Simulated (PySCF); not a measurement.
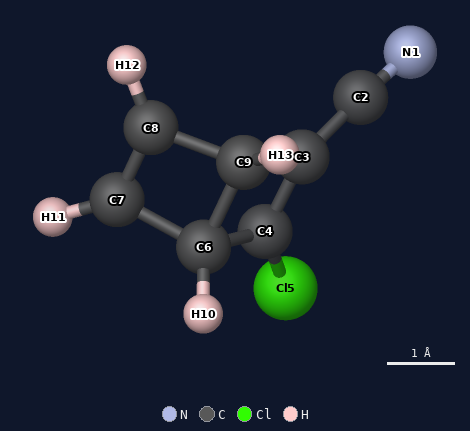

The structure as given in the input (ball-and-stick view, seen at a tilt; atoms are numbered from 1 in the order of the input). Bond lengths as drawn: C–C 1.33 to 1.58 Å, C–Cl 1.68 Å, C–H 1.04 to 1.13 Å and C–N 1.12 Å.

# What a change does: NMR shielding calculation on C$_{7}$H$_{4}$ClN

System: C$_{7}$H$_{4}$ClN.
Method of the first run: GIAO PBE0/pcSseg-1 NMR shielding, non-relativistic, gas phase (PySCF 2.14.0).

The geometry comes from this level: GFN2-xTB, MD frame at 425 fs, 300 K. Text and figures count atoms from 1; the logs count them from 0 in places.

## The input, the first run
```
{"job": {"kind": "nmr", "xc": "PBE0", "basis": "pcSseg-1", "pop": false}, "charge": 0, "multiplicity": 1}
N      0.966600     2.146600    -1.642800
C      0.544500     1.334600    -1.005500
C      0.067700     0.342100    -0.169100
C      0.609100    -0.777000     0.320000
Cl     2.188600    -1.326200     0.223900
C     -0.634400    -1.320700     0.995000
C     -1.510900    -2.122300     0.081900
C     -2.139600    -1.029400    -0.325600
C     -1.318700    -0.053600     0.475700
H     -0.580500    -1.643900     2.074900
H     -1.569600    -3.182900    -0.177100
H     -2.890600    -0.837900    -1.017300
H     -1.785000     0.730200     1.052600
```

The first line tells a small driver script what to run in PySCF; the rest is the geometry in Å.

Launched with:
```bash
OMP_NUM_THREADS=1 python <driver script> task.json out
```

Hardware: 1 CPU thread, shared host.

## Output (the first run)
```
coarse grid: 12768 points
cycle   1  E = -783.2494435700  dE =  1.965e+00  |g| = 4.870e-01  |ddm| = 3.831e+00
cycle   2  E = -783.0944923436  dE =  1.550e-01  |g| = 9.557e-01  |ddm| = 1.535e+00
cycle   3  E = -783.3073609329  dE = -2.129e-01  |g| = 1.222e-01  |ddm| = 1.051e+00
cycle   4  E = -783.3103894747  dE = -3.029e-03  |g| = 4.877e-02  |ddm| = 1.424e-01
cycle   5  E = -783.3108604517  dE = -4.710e-04  |g| = 1.980e-02  |ddm| = 6.166e-02
cycle   6  E = -783.3109465431  dE = -8.609e-05  |g| = 6.467e-03  |ddm| = 2.383e-02
cycle   7  E = -783.3109565079  dE = -9.965e-06  |g| = 1.600e-03  |ddm| = 7.932e-03
final grid: 122688 points
cycle   8  E = -783.3648283565  dE = -3.088e-05  |g| = 7.686e-03  |ddm| = 5.064e-02
cycle   9  E = -783.3648132763  dE =  1.508e-05  |g| = 1.092e-02  |ddm| = 1.892e-02
cycle  10  E = -783.3648421214  dE = -2.885e-05  |g| = 1.997e-03  |ddm| = 1.169e-02
cycle  11  E = -783.3648430248  dE = -9.034e-07  |g| = 5.970e-04  |ddm| = 2.350e-03
cycle  12  E = -783.3648431098  dE = -8.500e-08  |g| = 1.034e-04  |ddm| = 6.802e-04
cycle  13  E = -783.3648431119  dE = -2.085e-09  |g| = 4.706e-05  |ddm| = 1.387e-04
cycle  14  E = -783.3648431124  dE = -4.318e-10  |g| = 2.152e-05  |ddm| = 5.856e-05
converged SCF energy = -783.3648431124

GIAO shielding tensors (ppm)
atom      isotropic    diamagn.    paramagn.     s11        s22        s33       span
  0 N      -59.132     342.367    -401.499   -206.623   -170.061    199.289    405.912
  1 C       75.762     258.333    -182.571    -35.282    -31.726    294.294    329.576
  2 C       56.088     252.727    -196.639    -45.109     60.060    153.315    198.425
  3 C       14.878     249.561    -234.684    -98.833     26.040    117.426    216.258
  4 Cl     661.708    1146.710    -485.002    391.988    739.656    853.482    461.494
  5 C      125.491     249.374    -123.882    102.162    135.297    139.014     36.852
  6 C       38.991     255.329    -216.337    -82.540     35.930    163.584    246.124
  7 C       31.647     251.180    -219.534    -78.562     19.999    153.503    232.065
  8 C      135.793     241.039    -105.246    101.295    145.855    160.229     58.935
  9 H       26.564      28.686      -2.121     24.316     25.767     29.610      5.293
 10 H       24.470      30.198      -5.728     22.412     24.819     26.179      3.767
 11 H       25.416      30.956      -5.539     23.728     26.020     26.500      2.772
 12 H       27.641      28.497      -0.856     25.018     26.436     31.468      6.451
```

For the second run the input was changed thus:
```diff
-N      0.966600     2.146600    -1.642800
-C      0.544500     1.334600    -1.005500
-C      0.067700     0.342100    -0.169100
-C      0.609100    -0.777000     0.320000
-Cl     2.188600    -1.326200     0.223900
-C     -0.634400    -1.320700     0.995000
-C     -1.510900    -2.122300     0.081900
-C     -2.139600    -1.029400    -0.325600
-C     -1.318700    -0.053600     0.475700
-H     -0.580500    -1.643900     2.074900
-H     -1.569600    -3.182900    -0.177100
-H     -2.890600    -0.837900    -1.017300
-H     -1.785000     0.730200     1.052600
+N      0.676400     2.558000    -2.003100
+C      0.734000     1.729400    -1.214500
+C      0.448000     0.704100    -0.352800
+C      1.075600    -0.372000     0.094800
+Cl     2.446500    -1.256500    -0.370500
+C     -0.086500    -0.828600     0.990700
+C     -1.123100    -1.635000     0.242800
+C     -1.710000    -0.574300    -0.290300
+C     -0.803300     0.429800     0.411200
+H      0.134500    -0.886800     2.040100
+H     -1.145400    -2.636700     0.138700
+H     -2.440500    -0.480100    -1.117600
+H     -1.277700     1.183600     1.059600
```

How does the second run compare with the first run?

With the same method and basis, the second run lies 1.0 kcal/mol higher. The LUMO goes from −1.77 to −1.93 eV. The dipole moment goes from 4.69 to 4.16 D. Of all shieldings, the largest change is that of N1, by −16.2 ppm. The SCF takes 15 iterations against 14.

## Output (the second run)
```
coarse grid: 12768 points
cycle   1  E = -783.2504287187  dE =  1.945e+00  |g| = 4.732e-01  |ddm| = 3.836e+00
cycle   2  E = -783.0837661382  dE =  1.667e-01  |g| = 9.727e-01  |ddm| = 1.508e+00
cycle   3  E = -783.3049833485  dE = -2.212e-01  |g| = 1.327e-01  |ddm| = 1.056e+00
cycle   4  E = -783.3084147188  dE = -3.431e-03  |g| = 5.804e-02  |ddm| = 1.571e-01
cycle   5  E = -783.3091027684  dE = -6.880e-04  |g| = 2.065e-02  |ddm| = 6.846e-02
cycle   6  E = -783.3091964325  dE = -9.366e-05  |g| = 6.424e-03  |ddm| = 2.582e-02
cycle   7  E = -783.3092057592  dE = -9.327e-06  |g| = 2.045e-03  |ddm| = 8.263e-03
final grid: 122688 points
cycle   8  E = -783.3632064329  dE = -3.134e-05  |g| = 7.681e-03  |ddm| = 5.007e-02
cycle   9  E = -783.3631885980  dE =  1.783e-05  |g| = 1.143e-02  |ddm| = 1.951e-02
cycle  10  E = -783.3632196174  dE = -3.102e-05  |g| = 2.197e-03  |ddm| = 1.245e-02
cycle  11  E = -783.3632207382  dE = -1.121e-06  |g| = 5.897e-04  |ddm| = 2.550e-03
cycle  12  E = -783.3632208146  dE = -7.640e-08  |g| = 1.386e-04  |ddm| = 7.019e-04
cycle  13  E = -783.3632208173  dE = -2.712e-09  |g| = 8.516e-05  |ddm| = 1.806e-04
cycle  14  E = -783.3632208189  dE = -1.595e-09  |g| = 1.953e-05  |ddm| = 8.913e-05
cycle  15  E = -783.3632208190  dE = -8.049e-11  |g| = 4.628e-06  |ddm| = 2.094e-05
converged SCF energy = -783.3632208190

GIAO shielding tensors (ppm)
atom      isotropic    diamagn.    paramagn.     s11        s22        s33       span
  0 N      -75.341     340.744    -416.085   -230.371   -194.909    199.259    429.630
  1 C       68.230     258.154    -189.924    -48.641    -42.766    296.096    344.737
  2 C       65.182     253.675    -188.494    -28.453     77.609    146.388    174.841
  3 C       15.700     250.251    -234.551    -87.113     13.172    121.042    208.155
  4 Cl     655.581    1146.256    -490.675    377.808    710.586    878.347    500.540
  5 C      127.889     251.103    -123.214    106.096    127.549    150.021     43.925
  6 C       36.873     251.942    -215.070    -78.765     28.586    160.798    239.563
  7 C       30.013     253.421    -223.407    -90.670     26.214    154.496    245.166
  8 C      135.103     244.689    -109.586    107.642    142.060    155.605     47.963
  9 H       28.080      30.246      -2.166     25.818     26.850     31.572      5.754
 10 H       25.842      33.136      -7.294     23.067     26.582     27.878      4.811
 11 H       24.142      29.383      -5.242     21.899     24.513     26.013      4.113
 12 H       27.217      28.940      -1.723     24.831     25.757     31.063      6.233
```

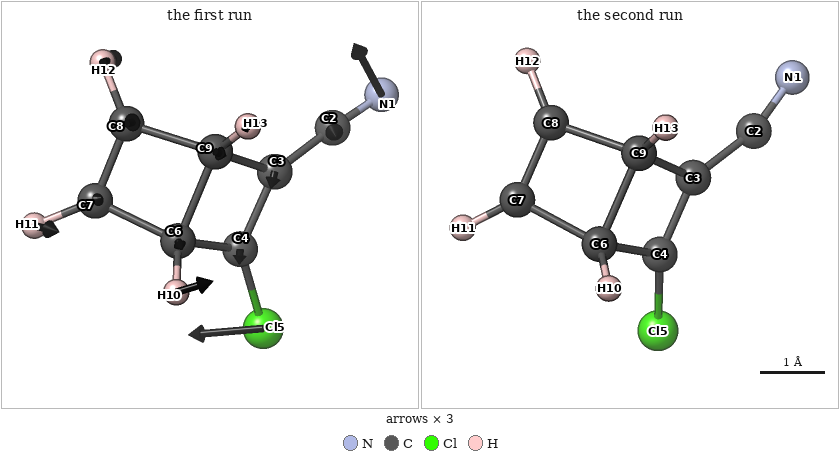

The two input geometries at one scale (ball-and-stick view, seen at a tilt). The black arrows on the first give the shifts of the atoms after the best rigid fit, magnified 3 times. The largest move after the best rigid fit is that of Cl5, 0.42 Å. By element the largest moves are Cl 0.42 Å, N 0.41 Å, H 0.40 Å, C 0.15 Å. Among the contacts that change: C3–C9 1.579 → 1.492 Å, C7–H11 1.093 → 1.007 Å, C8–H12 1.039 → 1.108 Å, C6–H10 1.129 → 1.074 Å.

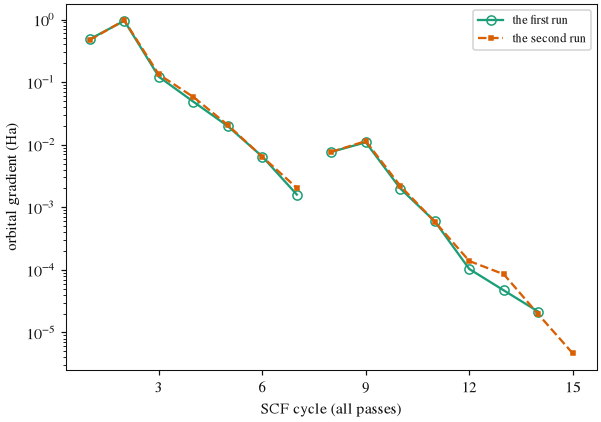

Convergence of the two runs: orbital gradient against the SCF cycle. A break in a curve parts two SCF passes (coarse and final grid). The first run takes 14 cycles in all, and the second run takes 15.

## The two runs side by side

| quantity | the first run | the second run |
| --- | --- | --- |
| outcome | converged | converged |
| total energy (hartree) | −783.364843 | −783.363221 |
| HOMO (eV) | −7.57 | −7.61 |
| LUMO (eV) | −1.77 | −1.93 |
| dipole moment (D) | 4.69 | 4.16 |
| shielding of N1 (ppm) | −59.1 | −75.3 |
| shielding of C2 (ppm) | 75.8 | 68.2 |
| shielding of C3 (ppm) | 56.1 | 65.2 |
| shielding of Cl5 (ppm) | 661.7 | 655.6 |
| shielding of C6 (ppm) | 125.5 | 127.9 |
| shielding of C7 (ppm) | 39.0 | 36.9 |
| shielding of C8 (ppm) | 31.6 | 30.0 |
| SCF iterations | 14 | 15 |
| basis functions | 180 | 180 |
| wall time (shared host) | 48 s | 59 s |
